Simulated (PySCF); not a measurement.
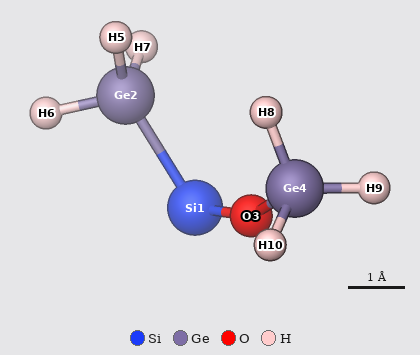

Figure 1. The structure as given in the input (ball-and-stick view, seen at a tilt; atoms are numbered from 1 in the order of the input). Sticks mark near contacts.

**Geometry relaxation of Ge2SiH6O**

The run: geometry relaxation of Ge2SiH6O, SMILES [GeH3][O][Si][GeH3]. Method and program: PBE0-D3(BJ)/def2-SVP geometry optimisation, gas phase (PySCF 2.14.0).

## Input file
```
{"job": {"xc": "PBE0", "basis": "def2-SVP", "d3": "d3bj", "grid": 2, "kind": "geom", "shake": 0.01}, "charge": 0, "multiplicity": 1}
Si    -0.644741    -0.367768    -1.635290
Ge    -2.037459     0.123813     0.267169
O      0.870891    -0.318137    -1.201058
Ge     2.214960    -0.104044    -0.050077
H     -1.842457     0.295638     1.759143
H     -3.179101    -0.860189     0.256110
H     -2.819049     1.376963    -0.044929
H      1.601883     0.378810     1.242265
H      3.073939     0.915801    -0.667493
H      2.802685    -1.466470     0.075634
```

The first line tells a small driver script what to run in PySCF; the rest is the geometry in Å.

Command:
```bash
OMP_NUM_THREADS=1 python <driver script> task.json out
```

## Log
```
step   0  E = -4520.91396022  max force = 0.040878
step   1  E = -4520.92591872  max force = 0.008559
step   2  E = -4520.92672335  max force = 0.004298
step   3  E = -4520.92708333  max force = 0.002230
step   4  E = -4520.92718641  max force = 0.001456
step   5  E = -4520.92722972  max force = 0.000803
step   6  E = -4520.92726859  max force = 0.000659
step   7  E = -4520.92733635  max force = 0.002708
step   8  E = -4520.92741539  max force = 0.001985
step   9  E = -4520.92756694  max force = 0.001982
step  10  E = -4520.92767807  max force = 0.002139
step  11  E = -4520.92783631  max force = 0.003591
step  12  E = -4520.92801138  max force = 0.003114
step  13  E = -4520.92812461  max force = 0.000950
step  14  E = -4520.92815846  max force = 0.000465
step  15  E = -4520.92816599  max force = 0.000218
optimisation converged
```

## Trajectory as extended XYZ (Å, eV, eV/Å), 16 frames, from step=0 to step=15
```
10
Properties=species:S:1:pos:R:3:forces:R:3 step=0 energy=-123020.33494
Si   -0.6447   -0.3678   -1.6353   -2.1020  -0.2418  -1.3575
Ge   -2.0375    0.1238    0.2672   -0.0359   0.0970   0.5251
O     0.8709   -0.3181   -1.2011    2.0820   0.0426   0.4336
Ge    2.2150   -0.1040   -0.0501   -0.8274  -0.2019   0.3069
H    -1.8425    0.2956    1.7591    0.5151   0.0159   0.6452
H    -3.1791   -0.8602    0.2561   -0.5326  -0.7492  -0.2059
H    -2.8190    1.3770   -0.0449   -0.2702   0.7821  -0.4177
H     1.6019    0.3788    1.2423   -0.1735   0.1554   0.4836
H     3.0739    0.9158   -0.6675    0.8625   0.8029  -0.5038
H     2.8027   -1.4665    0.0756    0.4820  -0.7029   0.0903
10
Properties=species:S:1:pos:R:3:forces:R:3 step=1 energy=-123020.66034
Si   -0.7048   -0.3925   -1.7467   -0.1754  -0.0041  -0.0415
Ge   -2.0744    0.1343    0.2639   -0.3652   0.1053   0.2492
O     0.8590   -0.3342   -1.2561    0.4401   0.0140   0.1770
Ge    2.1599   -0.1037   -0.0305   -0.1519  -0.0406  -0.0065
H    -1.6061    0.2742    1.7503    0.0550  -0.0485  -0.2720
H    -3.2280   -0.9239    0.2871    0.1576   0.1082  -0.0019
H    -2.8292    1.4707   -0.0552    0.1243  -0.1577   0.0214
H     1.5118    0.3861    1.2866    0.0476  -0.0599  -0.1561
H     3.1149    0.9444   -0.6302   -0.0594  -0.0712   0.0446
H     2.8379   -1.4813    0.1326   -0.0726   0.1546  -0.0143
10
Properties=species:S:1:pos:R:3:forces:R:3 step=2 energy=-123020.68224
Si   -0.7077   -0.4026   -1.7737   -0.1141   0.0033   0.0008
Ge   -2.0448    0.1347    0.2577   -0.1897   0.0324   0.0230
O     0.8580   -0.3408   -1.2768    0.2210  -0.0236  -0.0233
Ge    2.1160   -0.1021   -0.0228   -0.0721   0.0159   0.0153
H    -1.5035    0.2680    1.7030    0.0872  -0.0240  -0.0493
H    -3.1875   -0.9162    0.3213    0.0240   0.0119   0.0109
H    -2.7837    1.4701   -0.0412    0.0234  -0.0150   0.0028
H     1.4209    0.3714    1.2634   -0.0019   0.0035   0.0103
H     3.0739    0.9552   -0.5862    0.0086  -0.0010   0.0050
H     2.7993   -1.4635    0.1571    0.0134  -0.0034   0.0045
10
Properties=species:S:1:pos:R:3:forces:R:3 step=3 energy=-123020.69203
Si   -0.7117   -0.4130   -1.8063   -0.0213   0.0047   0.0247
Ge   -2.0207    0.1331    0.2454   -0.0515  -0.0125  -0.0970
O     0.8589   -0.3505   -1.3058    0.0299  -0.0374  -0.1147
Ge    2.0694   -0.0986   -0.0132   -0.0053   0.0360   0.0665
H    -1.3812    0.2485    1.6447    0.0585  -0.0064   0.0529
H    -3.1590   -0.9097    0.3590   -0.0363  -0.0204   0.0241
H    -2.7401    1.4788   -0.0214   -0.0261   0.0433   0.0103
H     1.3260    0.3686    1.2454    0.0009   0.0154   0.0383
H     3.0375    0.9658   -0.5406    0.0233   0.0216  -0.0120
H     2.7619   -1.4489    0.1947    0.0279  -0.0443   0.0068
10
Properties=species:S:1:pos:R:3:forces:R:3 step=4 energy=-123020.69484
Si   -0.7114   -0.4129   -1.8190    0.0265  -0.0037   0.0128
Ge   -2.0214    0.1290    0.2374    0.0050  -0.0105  -0.0749
O     0.8626   -0.3566   -1.3182   -0.0385  -0.0172  -0.0633
Ge    2.0567   -0.0939   -0.0091    0.0143   0.0180   0.0383
H    -1.3399    0.2185    1.6207    0.0173  -0.0017   0.0406
H    -3.1664   -0.9049    0.3659   -0.0242  -0.0097   0.0164
H    -2.7262    1.4883   -0.0007   -0.0180   0.0260   0.0159
H     1.3049    0.3926    1.2375   -0.0012   0.0112   0.0211
H     3.0387    0.9592   -0.5365    0.0089   0.0116  -0.0100
H     2.7432   -1.4451    0.2238    0.0099  -0.0238   0.0029
10
Properties=species:S:1:pos:R:3:forces:R:3 step=5 energy=-123020.69602
Si   -0.7092   -0.4073   -1.8277    0.0334  -0.0127   0.0022
Ge   -2.0234    0.1219    0.2320    0.0178   0.0005  -0.0233
O     0.8650   -0.3617   -1.3238   -0.0413   0.0078  -0.0035
Ge    2.0528   -0.0869   -0.0074    0.0121  -0.0019   0.0043
H    -1.3277    0.1741    1.6134   -0.0064  -0.0013   0.0067
H    -3.1825   -0.8987    0.3547   -0.0043   0.0022   0.0034
H    -2.7112    1.4971    0.0284   -0.0018   0.0022   0.0144
H     1.3036    0.4394    1.2259   -0.0011   0.0034  -0.0027
H     3.0542    0.9402   -0.5526   -0.0036  -0.0011  -0.0026
H     2.7192   -1.4438    0.2589   -0.0047   0.0010   0.0011
10
Properties=species:S:1:pos:R:3:forces:R:3 step=6 energy=-123020.69707
Si   -0.7064   -0.3971   -1.8398    0.0210  -0.0228  -0.0027
Ge   -2.0206    0.1100    0.2273    0.0154   0.0070   0.0202
O     0.8658   -0.3679   -1.3287   -0.0226   0.0338   0.0339
Ge    2.0464   -0.0751   -0.0067    0.0051  -0.0197  -0.0212
H    -1.3163    0.1011    1.6078   -0.0162  -0.0010  -0.0183
H    -3.2027   -0.8877    0.3304    0.0095   0.0092  -0.0089
H    -2.6795    1.5071    0.0768    0.0096  -0.0126   0.0088
H     1.3007    0.5171    1.1991   -0.0013  -0.0015  -0.0163
H     3.0788    0.9055   -0.5804   -0.0091  -0.0091   0.0035
H     2.6747   -1.4389    0.3160   -0.0111   0.0167   0.0009
10
Properties=species:S:1:pos:R:3:forces:R:3 step=7 energy=-123020.69892
Si   -0.6972   -0.3491   -1.8807   -0.0274  -0.0618  -0.0070
Ge   -2.0093    0.0615    0.2150    0.0070   0.0040   0.1256
O     0.8635   -0.3915   -1.3385    0.0482   0.1392   0.1131
Ge    2.0225   -0.0230   -0.0087   -0.0295  -0.1019  -0.0862
H    -1.2939   -0.2177    1.5677   -0.0131   0.0190  -0.0740
H    -3.2844   -0.8235    0.2249    0.0394   0.0256  -0.0396
H    -2.5302    1.5234    0.2958    0.0335  -0.0432  -0.0162
H     1.3174    0.8459    1.0463   -0.0204  -0.0167  -0.0363
H     3.1823    0.7276   -0.6808   -0.0218  -0.0191   0.0241
H     2.4701   -1.3795    0.5609   -0.0160   0.0550  -0.0037
10
Properties=species:S:1:pos:R:3:forces:R:3 step=8 energy=-123020.70107
Si   -0.7006   -0.3662   -1.8844   -0.0293  -0.0499   0.0064
Ge   -1.9957    0.0658    0.2154   -0.0018   0.0026   0.0888
O     0.8613   -0.3910   -1.3449    0.0484   0.1021   0.0619
Ge    2.0097   -0.0283   -0.0074   -0.0195  -0.0608  -0.0478
H    -1.2651   -0.1830    1.5641   -0.0201   0.0069  -0.0549
H    -3.2639   -0.8268    0.2463    0.0258   0.0195  -0.0269
H    -2.5231    1.5253    0.2719    0.0242  -0.0287  -0.0098
H     1.2786    0.8016    1.0609   -0.0020  -0.0108  -0.0304
H     3.1553    0.7615   -0.6570   -0.0129  -0.0166   0.0146
H     2.4843   -1.3848    0.5369   -0.0129   0.0358  -0.0017
10
Properties=species:S:1:pos:R:3:forces:R:3 step=9 energy=-123020.70519
Si   -0.7023   -0.3678   -1.9219   -0.0559  -0.0564   0.0405
Ge   -1.9533    0.0342    0.2099   -0.0263  -0.0115   0.0433
O     0.8525   -0.4116   -1.3632    0.0866   0.1019  -0.0229
Ge    1.9572    0.0078   -0.0082   -0.0196  -0.0397  -0.0009
H    -1.1949   -0.3933    1.4962   -0.0132   0.0035  -0.0289
H    -3.2874   -0.7540    0.2130    0.0079   0.0130  -0.0113
H    -2.3499    1.5191    0.4192    0.0179  -0.0060  -0.0131
H     1.2205    0.9812    0.9267    0.0071  -0.0059  -0.0140
H     3.1778    0.6661   -0.6655    0.0002  -0.0116   0.0068
H     2.3207   -1.3076    0.6954   -0.0049   0.0127   0.0006
10
Properties=species:S:1:pos:R:3:forces:R:3 step=10 energy=-123020.70822
Si   -0.7066   -0.3937   -1.9334   -0.0426  -0.0560   0.0450
Ge   -1.9284    0.0127    0.2127   -0.0309  -0.0081  -0.0327
O     0.8506   -0.4199   -1.3767    0.0523   0.0697  -0.1100
Ge    1.9254    0.0305   -0.0121   -0.0035   0.0046   0.0479
H    -1.1679   -0.5172    1.4547    0.0029  -0.0182   0.0286
H    -3.3078   -0.6879    0.2032   -0.0139  -0.0007   0.0080
H    -2.2181    1.5076    0.4954    0.0088   0.0255  -0.0074
H     1.1792    1.0673    0.8420    0.0077   0.0118   0.0163
H     3.1832    0.6258   -0.6561    0.0177  -0.0048  -0.0072
H     2.2312   -1.2510    0.7722    0.0016  -0.0237   0.0116
10
Properties=species:S:1:pos:R:3:forces:R:3 step=11 energy=-123020.71252
Si   -0.7151   -0.4600   -1.9189    0.0008  -0.0367   0.0177
Ge   -1.9178   -0.0020    0.2239   -0.0105   0.0037  -0.1172
O     0.8537   -0.4076   -1.3921   -0.0289  -0.0125  -0.1846
Ge    1.9126    0.0402   -0.0199    0.0163   0.0800   0.1072
H    -1.1737   -0.5465    1.4632    0.0126  -0.0542   0.0963
H    -3.3264   -0.6348    0.2120   -0.0415  -0.0164   0.0308
H    -2.1280    1.5080    0.4828   -0.0059   0.0614   0.0081
H     1.1350    1.0519    0.8338    0.0156   0.0360   0.0455
H     3.1663    0.6639   -0.6407    0.0361   0.0053  -0.0272
H     2.2342   -1.2390    0.7576    0.0055  -0.0666   0.0233
10
Properties=species:S:1:pos:R:3:forces:R:3 step=12 energy=-123020.71729
Si   -0.7206   -0.5353   -1.9110    0.0302  -0.0198   0.0106
Ge   -1.9010   -0.0363    0.2342    0.0048   0.0144  -0.1299
O     0.8545   -0.3983   -1.4139   -0.0496  -0.0404  -0.1601
Ge    1.8888    0.0765   -0.0311    0.0209   0.0927   0.1051
H    -1.2208   -0.7068    1.4496    0.0070  -0.0465   0.0859
H    -3.3691   -0.5091    0.1940   -0.0497  -0.0210   0.0425
H    -1.9370    1.4771    0.5511   -0.0085   0.0561   0.0150
H     1.1188    1.1499    0.7530    0.0141   0.0217   0.0403
H     3.1808    0.6301   -0.6394    0.0318   0.0065  -0.0283
H     2.1466   -1.1738    0.8153   -0.0010  -0.0636   0.0189
10
Properties=species:S:1:pos:R:3:forces:R:3 step=13 energy=-123020.72037
Si   -0.7175   -0.5727   -1.8815    0.0426  -0.0083  -0.0177
Ge   -1.9299   -0.0378    0.2391    0.0318   0.0110  -0.0489
O     0.8589   -0.3745   -1.4102   -0.0481  -0.0164  -0.0408
Ge    1.9215    0.0756   -0.0349    0.0043   0.0208   0.0376
H    -1.2940   -0.6607    1.5073   -0.0003  -0.0128   0.0265
H    -3.3996   -0.5107    0.1822   -0.0196  -0.0072   0.0218
H    -1.9734    1.4906    0.4920   -0.0079   0.0168   0.0143
H     1.1652    1.1042    0.8203   -0.0018   0.0092   0.0119
H     3.1886    0.6689   -0.6618    0.0038   0.0048  -0.0100
H     2.2211   -1.2088    0.7493   -0.0048  -0.0179   0.0052
10
Properties=species:S:1:pos:R:3:forces:R:3 step=14 energy=-123020.72129
Si   -0.7134   -0.5723   -1.8960    0.0216  -0.0037   0.0086
Ge   -1.9176   -0.0403    0.2326   -0.0031   0.0031  -0.0239
O     0.8605   -0.3773   -1.4171   -0.0117   0.0076  -0.0149
Ge    1.9080    0.0821   -0.0308    0.0065  -0.0079   0.0131
H    -1.2785   -0.6861    1.4900    0.0015  -0.0005   0.0028
H    -3.3922   -0.5033    0.1888   -0.0045  -0.0010   0.0115
H    -1.9503    1.4851    0.5110   -0.0019  -0.0005   0.0047
H     1.1517    1.1273    0.8049   -0.0023   0.0002  -0.0012
H     3.1871    0.6573   -0.6516   -0.0023   0.0012  -0.0004
H     2.1855   -1.1983    0.7699   -0.0039   0.0014  -0.0003
10
Properties=species:S:1:pos:R:3:forces:R:3 step=15 energy=-123020.72149
Si   -0.7087   -0.5744   -1.9019    0.0092  -0.0019   0.0078
Ge   -1.9137   -0.0421    0.2275   -0.0076  -0.0009  -0.0101
O     0.8636   -0.3748   -1.4208   -0.0066   0.0111  -0.0031
Ge    1.9024    0.0849   -0.0273    0.0054  -0.0112   0.0026
H    -1.2702   -0.6930    1.4807    0.0020   0.0004  -0.0015
H    -3.3898   -0.5022    0.1936    0.0019  -0.0004   0.0025
H    -1.9422    1.4819    0.5140   -0.0006  -0.0010  -0.0003
H     1.1426    1.1328    0.8015   -0.0019   0.0005  -0.0016
H     3.1861    0.6567   -0.6418   -0.0009   0.0000   0.0027
H     2.1706   -1.1956    0.7763   -0.0010   0.0035   0.0008
```

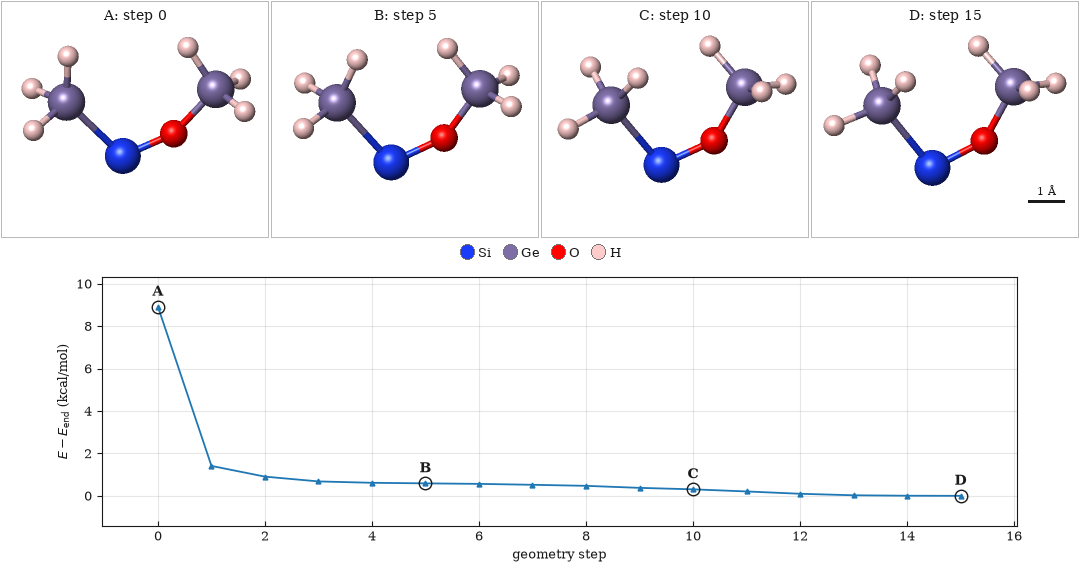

Figure 2. Frames of the relaxation (ball-and-stick view, seen at a tilt) above the curves, on which the letters mark them (steps are counted from 0).

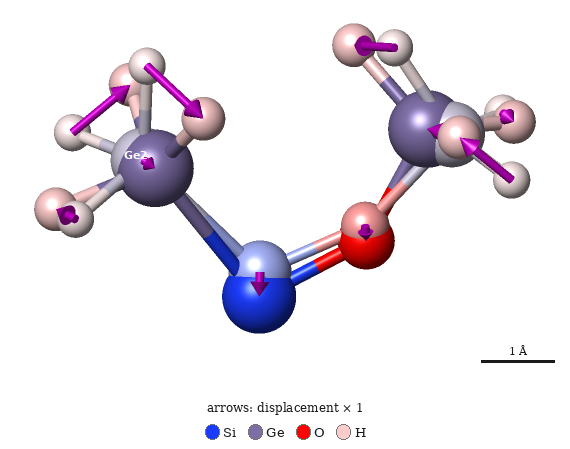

Figure 3. Start (faint) and end (solid) with the displacements as pink arrows, at true length (ball-and-stick view, seen at a tilt). The two geometries are laid on each other by the best rigid fit. The largest move after the best rigid fit is that of H5, 1.19 Å. Largest moves by element: H 1.19 Å, Ge 0.37 Å, Si 0.34 Å, O 0.23 Å. Among the contacts that change: Si1–Ge2 2.408 → 2.504 Å, Si1–O3 1.577 → 1.656 Å, Ge4–H9 1.469 → 1.534 Å, Ge4–H10 1.489 → 1.535 Å. Among the angles that change: Si1–Ge2–H5 136.6° → 113.5°, Si1–O3–Ge4 155.0° → 143.6°, Ge2–Si1–O3 109.4° → 100.6°. Over 15 geometry steps the energy falls by 8.91 kcal/mol. Largest force component: 2.1 eV/Å at the start, 0.011 eV/Å at the end. (Atoms are counted from 1 in the order of the input.)

## Key numbers

```csv
quantity,value
outcome,converged
total energy,−4520.928166 hartree
dipole moment,1.98 D
point group,C1
hardware,"1 CPU thread, shared host"
wall time,2.9 min
peak memory,0.63 GiB
```
